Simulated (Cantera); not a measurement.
A closed system holds: 1 mol CHF₃, a varied amount of HCl, held at 1423.15 K and 22.0 Pa.

Cantera equilibrium calculation (NASA polynomials, part measured and part estimated; ideal gas, pure solids and liquids). Candidate condensed phases: C, C₆H₆, C₇H₈, C₈H₁₈; 118 gas species. Gases not in the tables: C₂F₆ and larger saturated fluorocarbons. Rates play no part.

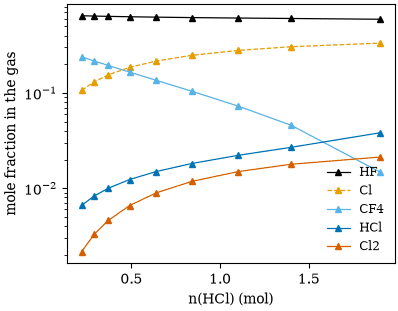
Equilibrium gas composition (values under 1e-9 drawn at 1e-9)

Q: Read off the mole fractions at 1.1 mol HCl.

A: HF about 0.61, Cl about 0.28, CF₄ about 0.073, HCl about 0.022, Cl₂ about 0.015.
